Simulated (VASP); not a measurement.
# N on Ni(100): which site?, part 5 of 7

Where does N sit on Ni(100), and how strongly does it bind?

VASP 6.6.1, plane waves and PAW; the level of theory is named at each step.

Still holding for the runs below: The magnetic state follows from one typed start and may not be the lowest.

So far, largest spin moment in the PAW sphere (μB): step 2 (the bulk reference, job relaxation, k-mesh 19×19×19) 0.684; step 4 (surface relaxation) 0.786.

## 6. Relaxing the adsorbate, site ontop (continued)

Level of this step: RPBE, spin-polarised from a ferromagnetic start; plane waves and PAW (Ni, N) (VASP).

Relaxation path (22 of 28):

```
step  energy less that of the first step (eV)  largest force (eV/Å)
   1                                   0.0000                3.1605
   2                                  -0.5809                0.9726
   4                                  -0.5932                0.2455
   5                                  -0.5998                0.2328
   6                                  -0.6113                0.3335
   7                                  -0.6123                0.3823
   9                                  -0.6161                0.3056
  10                                  -0.6199                0.2476
  11                                  -0.6232                0.1760
  13                                  -0.6257                0.3110
  14                                  -0.6266                0.2780
  15                                  -0.6285                0.1277
  16                                  -0.6285                0.1434
  18                                  -0.6290                0.0928
  19                                  -0.6291                0.0531
  20                                  -0.6291                0.0702
  22                                  -0.6297                0.0765
  23                                  -0.6297                0.0718
  24                                  -0.6298                0.0701
  25                                  -0.6299                0.0482
  27                                  -0.6301                0.0601
  28                                  -0.6302                0.0232
```

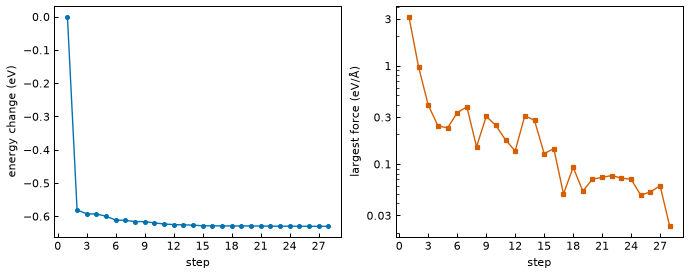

Energy and largest force along the relaxation.

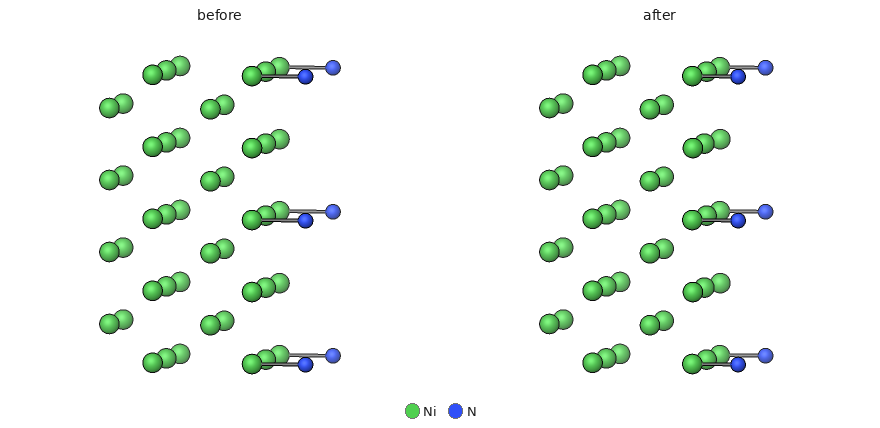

The structure before and after the relaxation, drawn at the same scale.

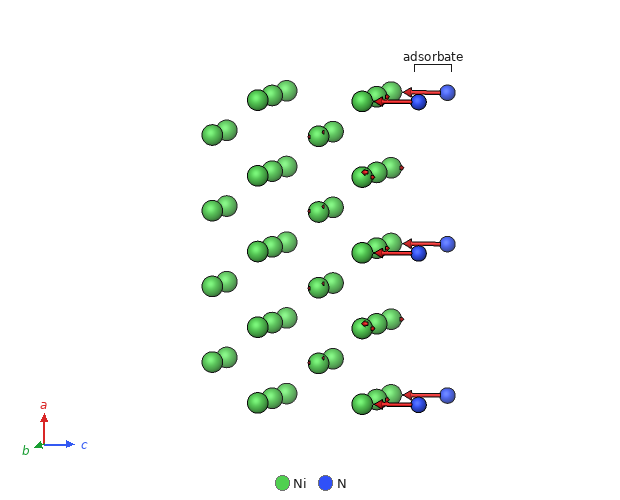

Displacements in the relaxation, exaggerated; the longest in the cell stands for 0.26 Å. 2×1×1 cells are drawn. Some periodic images of atoms are drawn too.

The atoms that moved most (Å):

```
atom      dx      dy      dz  length
 N17   0.000   0.000  -0.265   0.265
Ni16   0.000   0.000  -0.049   0.049
Ni15   0.000   0.000   0.031   0.031
Ni14   0.000   0.000   0.031   0.031
 Ni9   0.001   0.001  -0.019   0.019
Ni10  -0.001   0.001  -0.019   0.019
Ni11   0.001  -0.001  -0.019   0.019
Ni12  -0.001  -0.001  -0.019   0.019
```

Final coordinates:

```xyz
17
Lattice="5.0272 0.0000 0.0000 0.0000 5.0272 0.0000 0.0000 0.0000 20.3322" Properties=species:S:1:pos:R:3
Ni    1.2568    1.2568    7.5000
Ni    3.7704    1.2568    7.5000
Ni    1.2568    3.7704    7.5000
Ni    3.7704    3.7704    7.5000
Ni    0.0000    0.0000    9.2774
Ni    2.5136    0.0000    9.2774
Ni    0.0000    2.5136    9.2774
Ni    2.5136    2.5136    9.2774
Ni    1.2580    1.2580   11.0687
Ni    3.7692    1.2580   11.0687
Ni    1.2580    3.7692   11.0687
Ni    3.7692    3.7692   11.0687
Ni    0.0000    0.0000   12.8177
Ni    2.5136    0.0000   12.8370
Ni    0.0000    2.5136   12.8370
Ni    2.5136    2.5136   12.7571
N     0.0000    0.0000   14.4413
```

Numbers from this step:

| Property | Result |
| --- | --- |
| electronic cycles | 262 |
| electrons | 165 |
| free energy (TOTEN) | -78.8752 eV |
| energy at zero smearing | -78.8800 eV |
| Fermi energy | -0.0157 eV |
| moment of the cell, from the last line of the log | 11.55 μB |
| dipole moment | 0, 0, 0.1695 e·Å |

Spin moment in the PAW sphere by atom:

```
atom  spin moment in the PAW sphere (μB)
 Ni1                               0.755
 Ni2                               0.755
 Ni3                               0.755
 Ni4                               0.755
 Ni5                               0.685
 Ni6                               0.724
 Ni7                               0.724
 Ni8                               0.686
 Ni9                               0.710
Ni10                               0.710
Ni11                               0.710
Ni12                               0.710
Ni13                               0.377
Ni14                               0.691
Ni15                               0.691
Ni16                               0.775
 N17                               0.438
```

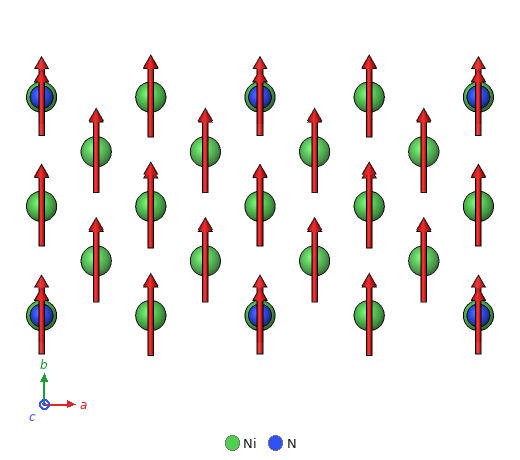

Spin moment in the PAW sphere as arrows, the longest 0.775 μB. Up and down stand for the sign. Arrows give size and sign along the axis of quantisation, drawn up and down the page. 2×1×1 cells are drawn. Some periodic images of atoms are drawn too.

The run ended after 28 ionic steps, 0.630 eV below its first step, once the forces on the free atoms met EDIFFG = -0.03.

VASP counts the dipole in electrons times Å, so a positive number points the physical dipole along −c.

## 7. Potential and states with the adsorbate, site ontop

A static run like the clean slab's shows how the vacuum level shifts, by charge transfer, by any dipole of the adsorbate and by the slab's own rearrangement.

Contents of INCAR:

```
SYSTEM = Ni16N
PREC = Normal
ENCUT = 440
EDIFF = 1E-06
NELM = 120
ISMEAR = 1
SIGMA = 0.15
LREAL = Auto
ALGO = Fast
GGA = RP
NBANDS = 120
ISPIN = 2
MAGMOM = 1 1 1 1 1 1 1 1 1 1 1 1 1 1 1 1 0
LASPH = .TRUE.
LMAXMIX = 4
LORBIT = 11
LWAVE = .FALSE.
LCHARG = .FALSE.
KPAR = 2
NCORE = 2
IDIPOL = 3
LDIPOL = .TRUE.
DIPOL = 0.5 0.5 0.512
LVHAR = .TRUE.
LVACPOTAV = .TRUE.
NEDOS = 1500
```

Contents of POSCAR:

```
Ni16N
1.0
    5.0272167418      0.0000000000      0.0000000000
    0.0000000000      5.0272167418      0.0000000000
    0.0000000000      0.0000000000     20.3321685729
Ni N
16 1
Selective dynamics
Direct
    0.2500000000      0.2500000000      0.3688735900  F F F
    0.7500000000      0.2500000000      0.3688735900  F F F
    0.2500000000      0.7500000000      0.3688735900  F F F
    0.7500000000      0.7500000000      0.3688735900  F F F
    0.0000000000      0.0000000000      0.4562912000  F F F
    0.5000000000      0.0000000000      0.4562912000  F F F
    0.0000000000      0.5000000000      0.4562912000  F F F
    0.5000000000      0.5000000000      0.4562912000  F F F
    0.2502464564      0.2502464564      0.5443913437  T T T
    0.7497535436      0.2502464564      0.5443913437  T T T
    0.2502464564      0.7497535436      0.5443913437  T T T
    0.7497535436      0.7497535436      0.5443913437  T T T
    0.0000000000      0.0000000000      0.6304131140  T T T
    0.5000000000      0.0000000000      0.6313662122  T T T
    0.0000000000      0.5000000000      0.6313662122  T T T
    0.5000000000      0.5000000000      0.6274328644  T T T
    0.0000000000      0.0000000000      0.7102672045  T T T
```

Contents of KPOINTS:

```
Automatic mesh
0
Gamma
5 5 1
0 0 0
```

PAW data sets: Ni and N (PBE family, release 64).

Command:

```console
$ mpirun -np 4 vasp_std
```

What it wrote:

```text
[... set-up lines as in an earlier step ...]
 entering main loop
       N       E                     dE             d eps       ncg     rms          rms(c)
DAV:   1     0.120107642680E+04    0.12011E+04   -0.64388E+04  2880   0.131E+03
DAV:   2     0.383384130096E+02   -0.11627E+04   -0.10881E+04  2880   0.313E+02
DAV:   3    -0.867020743172E+02   -0.12504E+03   -0.10895E+03  3184   0.131E+02
DAV:   4    -0.951694118289E+02   -0.84673E+01   -0.80978E+01  3152   0.322E+01
DAV:   5    -0.953289159274E+02   -0.15950E+00   -0.15934E+00  3168   0.423E+00    0.406E+01
RMM:   6    -0.115521824373E+03   -0.20193E+02   -0.16607E+02  3265   0.666E+01    0.566E+01
RMM:   7    -0.128040858608E+03   -0.12519E+02   -0.40999E+01  3302   0.303E+01    0.813E+01
RMM:   8    -0.880326670132E+02    0.40008E+02   -0.10932E+01  3221   0.161E+01    0.419E+01
RMM:   9    -0.869971110613E+02    0.10356E+01   -0.18110E+01  3329   0.204E+01    0.486E+01
RMM:  10    -0.852204113165E+02    0.17767E+01   -0.14195E+01  3200   0.169E+01    0.421E+01
RMM:  11    -0.787606345190E+02    0.64598E+01   -0.99474E+00  3317   0.157E+01    0.256E+01
RMM:  12    -0.784707653549E+02    0.28987E+00   -0.29282E+00  3243   0.814E+00    0.283E+01
RMM:  13    -0.784921906717E+02   -0.21425E-01   -0.18259E+00  3249   0.632E+00    0.292E+01
RMM:  14    -0.778489842944E+02    0.64321E+00   -0.38974E-01  3216   0.280E+00    0.241E+01
RMM:  15    -0.776176518683E+02    0.23133E+00   -0.71678E-01  3399   0.317E+00    0.151E+01
RMM:  16    -0.782199276930E+02   -0.60228E+00   -0.11097E+00  3474   0.467E+00    0.139E+01
RMM:  17    -0.777033778643E+02    0.51655E+00   -0.47084E-01  3344   0.327E+00    0.957E+00
RMM:  18    -0.778430429832E+02   -0.13967E+00   -0.23889E-01  3331   0.212E+00    0.954E+00
RMM:  19    -0.779831300972E+02   -0.14009E+00   -0.14669E-01  3307   0.181E+00    0.100E+01
RMM:  20    -0.778130410762E+02    0.17009E+00   -0.28109E-01  3542   0.165E+00    0.737E+00
RMM:  21    -0.775132368416E+02    0.29980E+00   -0.24589E-01  3569   0.150E+00    0.408E+00
RMM:  22    -0.778521120776E+02   -0.33888E+00   -0.86668E-02  3411   0.966E-01    0.434E+00
RMM:  23    -0.782175606747E+02   -0.36545E+00   -0.15791E-01  3529   0.103E+00    0.290E+00
RMM:  24    -0.784451163588E+02   -0.22756E+00   -0.90558E-02  3530   0.724E-01    0.111E+00
RMM:  25    -0.785916014078E+02   -0.14649E+00   -0.32939E-02  3444   0.428E-01    0.799E-01
RMM:  26    -0.787202279246E+02   -0.12863E+00   -0.27033E-02  3518   0.369E-01    0.732E-01
RMM:  27    -0.788266577174E+02   -0.10643E+00   -0.20233E-02  3541   0.286E-01    0.829E-01
RMM:  28    -0.788545281543E+02   -0.27870E-01   -0.28587E-03  3402   0.201E-01    0.508E-01
RMM:  29    -0.788625671966E+02   -0.80390E-02   -0.78374E-04  3367   0.927E-02    0.283E-01
RMM:  30    -0.788671906144E+02   -0.46234E-02   -0.74980E-04  3450   0.861E-02    0.181E-01
[...]
RMM:  38    -0.788750271688E+02   -0.36262E-03   -0.13213E-05  2847   0.555E-03    0.190E-02
RMM:  39    -0.788751260846E+02   -0.98916E-04   -0.39003E-06  2595   0.333E-03    0.146E-02
RMM:  40    -0.788751524610E+02   -0.26376E-04   -0.15586E-06  2457   0.228E-03    0.110E-02
RMM:  41    -0.788751621367E+02   -0.96757E-05   -0.12040E-06  2446   0.241E-03    0.668E-03
RMM:  42    -0.788751642765E+02   -0.21398E-05   -0.75187E-07  2383   0.174E-03    0.520E-03
RMM:  43    -0.788751669683E+02   -0.26918E-05   -0.24224E-07  2196   0.120E-03    0.450E-03
RMM:  44    -0.788751708658E+02   -0.38975E-05   -0.18380E-07  2138   0.105E-03    0.356E-03
RMM:  45    -0.788751769839E+02   -0.61182E-05   -0.11798E-07  1951   0.950E-04    0.170E-03
RMM:  46    -0.788751826959E+02   -0.57120E-05   -0.12689E-07  1973   0.895E-04    0.146E-03
RMM:  47    -0.788751855994E+02   -0.29035E-05   -0.68463E-08  1713   0.712E-04    0.910E-04
RMM:  48    -0.788751868700E+02   -0.12706E-05   -0.33379E-08  1467   0.603E-04    0.420E-04
RMM:  49    -0.788751873692E+02   -0.49919E-06   -0.19000E-08  1327   0.537E-04
 [... a notice as in an earlier step ...]

   1 F= -.78875187E+02 E0= -.78880042E+02  d E =0.145646E-01  mag=    11.5487
```

It took 3.4 min on 4 MPI ranks of Intel Xeon Platinum 8559C (Emerald Rapids), shared host; peak memory 1.5 GiB.

From OUTCAR (step 7):

```text
   NELECT =     165.0000    total number of electrons

 dipolmoment           0.000000      0.000000      0.169464 electrons x Angstroem

 E-fermi :  -0.0154

 spin component 1
 k-point     1 :       0.0000    0.0000    0.0000
  band No.  band energies     occupation
    ...
     83      -0.5039      1.00002
     84      -0.5039      1.00002
     85      -0.3730      1.00192
     86      -0.2670      1.01956
     87      -0.0331      0.59873
     88       0.4203     -0.00016
     89       0.5765     -0.00000
     90       0.7027     -0.00000
     91       0.7027     -0.00000
     92       0.9153     -0.00000
    ...

 k-point     2 :       0.2000    0.0000    0.0000
  band No.  band energies     occupation
    ...
     84      -0.5349      1.00001
     85      -0.4788      1.00006
     86      -0.4049      1.00074
     87      -0.3828      1.00145
     88      -0.1456      1.00546
     89       0.2540     -0.01457
     90       0.9545     -0.00000
     91       1.0103     -0.00000
     92       1.1866     -0.00000
     93       1.2470     -0.00000
    ...

  Total       -6.8204328     -6.8204328     -2.8809380      0.0000000     -0.0000000      0.0000000
  in kB      -21.2658917    -21.2658917     -8.9826727      0.0000000     -0.0000000      0.0000000
  external PRESSURE =     -17.1714854 kB  Pullay stress =       0.0000000 kB

 POSITION                                       TOTAL-FORCE (eV/Angst)
 -----------------------------------------------------------------------------------
      1.25680      1.25680      7.50000         0.020701      0.020701      0.306752
      3.77041      1.25680      7.50000        -0.020701      0.020701      0.306752
      1.25680      3.77041      7.50000         0.020701     -0.020701      0.306752
      3.77041      3.77041      7.50000        -0.020701     -0.020701      0.306752
      0.00000      0.00000      9.27739         0.000000      0.000000     -0.207499
      2.51361      0.00000      9.27739         0.000000      0.000000     -0.264388
      0.00000      2.51361      9.27739         0.000000      0.000000     -0.264388
      2.51361      2.51361      9.27739         0.000000      0.000000     -0.407371
      1.25804      1.25804     11.06866        -0.002145     -0.002145     -0.013445
      3.76917      1.25804     11.06866         0.002145     -0.002145     -0.013445
      1.25804      3.76917     11.06866        -0.002145      0.002145     -0.013445
      3.76917      3.76917     11.06866         0.002145      0.002145     -0.013445
      0.00000      0.00000     12.81767         0.000000      0.000000     -0.023540
      2.51361      0.00000     12.83704         0.000000      0.000000      0.002091
      0.00000      2.51361     12.83704         0.000000      0.000000      0.002091
      2.51361      2.51361     12.75707         0.000000      0.000000     -0.005376
      0.00000      0.00000     14.44127         0.000000      0.000000     -0.004848
 -----------------------------------------------------------------------------------
    total drift:                                0.000000      0.000000      0.025572

  FREE ENERGIE OF THE ION-ELECTRON SYSTEM (eV)
  ---------------------------------------------------
  free  energy   TOTEN  =       -78.8751873692 eV

  energy  without entropy=      -78.8897519275  energy(sigma->0) =      -78.88004222

 vacuum level on the upper side and lower side of the slab         5.901         4.687

[... 10 parts as in an earlier step ...]

[... 13 further parts left out ...]
```

Numbers from this step:

| Item | Value |
| --- | --- |
| electronic cycles | 49 |
| Fermi energy | -0.0154 eV |
| vacuum levels | 5.901, 4.687 eV |
| work functions of the upper and lower face | 5.916, 4.702 eV |

The planar average of the electrostatic potential oscillates, so the rows of the table below give means over windows of 1 Å about each position, cut where the curve ends. Its maxima inside the range that stand out by 2 % of the span (Å: eV): 8.4: -1.81, 10.2: -1.82, 12.0: -2.33. Its minima: 7.5: -17.0, 9.3: -17.1, 11.1: -17.1, 12.8: -17.1.

Zero at the Fermi level. The planar average of the electrostatic potential by height; means over each step:

```
height (Å)  planar average of the electrostatic potential (eV)
         0                                                5.18
         1                                                4.71
         2                                                4.70
         3                                                4.70
         4                                                4.70
         5                                                4.61
         6                                                3.62
         7                                               -7.29
         8                                               -8.16
         9                                               -11.4
        10                                               -5.49
        11                                               -13.2
        12                                               -5.38
        13                                               -12.1
        14                                                1.09
        15                                                4.17
        16                                                5.84
        17                                                5.91
        18                                                5.92
        19                                                5.92
        20                                                5.91
```

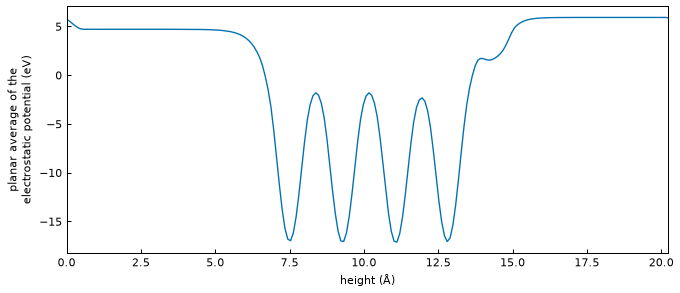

Planar average of the electrostatic potential, plotted against height.

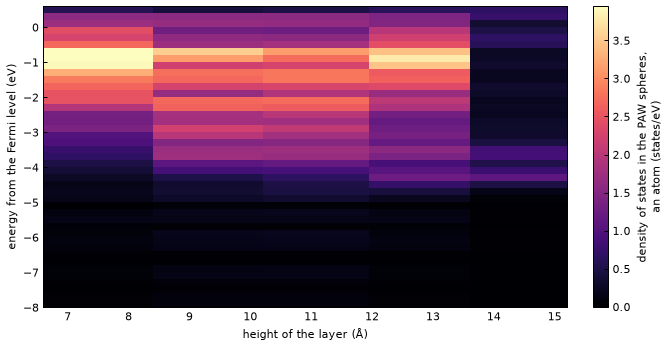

Density of states in the PAW spheres, an atom over height of the layer and energy from the Fermi level.

Force by atom:

```
atom  x (eV/Å)  y (eV/Å)  z (eV/Å)   size
 Ni1     0.021     0.021     0.307  0.308
 Ni2    -0.021     0.021     0.307  0.308
 Ni3     0.021    -0.021     0.307  0.308
 Ni4    -0.021    -0.021     0.307  0.308
 Ni5     0.000     0.000    -0.207  0.207
 Ni6     0.000     0.000    -0.264  0.264
 Ni7     0.000     0.000    -0.264  0.264
 Ni8     0.000     0.000    -0.407  0.407
 Ni9    -0.002    -0.002    -0.013  0.014
Ni10     0.002    -0.002    -0.013  0.014
Ni11    -0.002     0.002    -0.013  0.014
Ni12     0.002     0.002    -0.013  0.014
Ni13     0.000     0.000    -0.024  0.024
Ni14     0.000     0.000     0.002  0.002
Ni15     0.000     0.000     0.002  0.002
Ni16     0.000     0.000    -0.005  0.005
 N17     0.000     0.000    -0.005  0.005
```

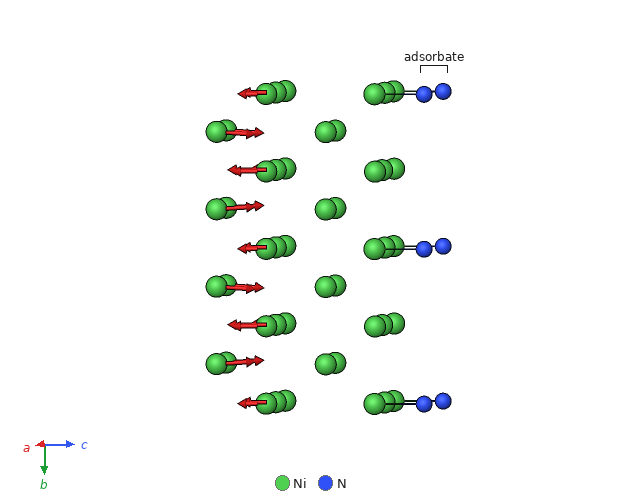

Force as arrows, the longest 0.407 eV/Å. 1×2×1 cells are drawn. Some periodic images of atoms are drawn too.

The map of layer states is cut here 0.5 eV above the Fermi level, so it leaves out the states above that.

At the end the adsorbate's closest contact with the slab is N-Ni at 1.62 Å, nearly straight above the slab's atom, and its lowest atom lies 1.60 Å above the highest atom of the slab.

The vacuum level lies 5.92 eV above the Fermi level at the upper face; the two faces differ by 1.21 eV, the step that the slab's dipole of 0.169 e·Å makes.

VASP counts the dipole in electrons times Å, so a positive number points the physical dipole along −c.

The program found no field-free point at its default tolerance, but its printed level agrees with the flat part of the planar average.

On this mesh the fine structure of the density of states is sampling noise, and high empty states may be cut by the number of bands.

(Continued in part 6 of 7.)

[Lines on the potential files, build, host, timing and source positions are cut from VASP's logs without a mark.]

[Logs are printed without paths, hosts, clocks, repeated set-up lines and the standing remarks that a program may print on its own settings, such as how far it seeks lower states.]

[Hosts, paths, dates, database ids (printed as entryN), source tags and the programs' standing remarks are cut or masked in the printed files.]

[Runs that stopped without an error message from VASP are left out.]
